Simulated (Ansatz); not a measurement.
ClH3OSn

Input file:

```
crystal:
  periodic: [false, false, false]
  atoms:
    - { symbol: Sn, position_ang: [0.0, 0.0, 0.0] }
    - { symbol: H, position_ang: [0.0, 0.0, 1.74] }
    - { symbol: O, position_ang: [1.8483, 0.0, -0.6527] }
    - { symbol: H, position_ang: [2.1646, -0.9521, -0.7693] }
    - { symbol: Cl, position_ang: [-1.1351, 1.9666, -0.8025] }
    - { symbol: H, position_ang: [-0.8195, -1.4198, -0.5794] }
basis:
  gaussian: { orbitals: def2-SVP }
hamiltonian:
  xc: r2scan
relax:
  f_tol: 0.02
  max_steps: 40
output:
  orbitals: {}
```

Run with:

```sh
ansatz run input.yaml --threads 1 --pin off --max-ram 2048MiB --backend cpu --events-out ev --progress --plain --runs-dir out
```

The fields are those of the run's last geometry, not of the input's.

Core potentials replace the inner electrons of Sn.

All numbers below come from RKS r2SCAN/def2-SVP (Ansatz 0.2.0).

**What can the converged electron density and electron localisation function tell about the bonding?**

Sn–O (1.98 Å): ρ is about 0.73 e/Å³ halfway; the ELF peaks at about 0.85 in the valence shell of O, 0.6 Å from its nucleus, and drops to about 0.15 between the two atoms.
Sn–Cl (2.36 Å): the density is about 0.52 e/Å³ at the midpoint; the ELF peaks at about 0.85 in the valence shell of Cl, 0.8 Å from its nucleus, and drops to about 0.15 between the two atoms.

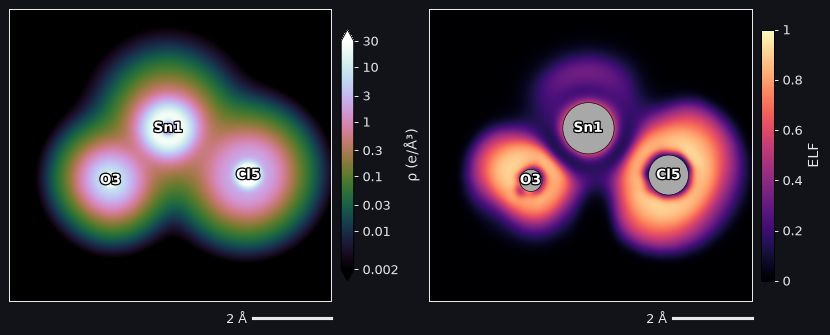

Computed electron density and electron localisation function on the plane of atoms O3, Sn1 and Cl5, in this order. Grey discs cover the atomic cores in the ELF map. 
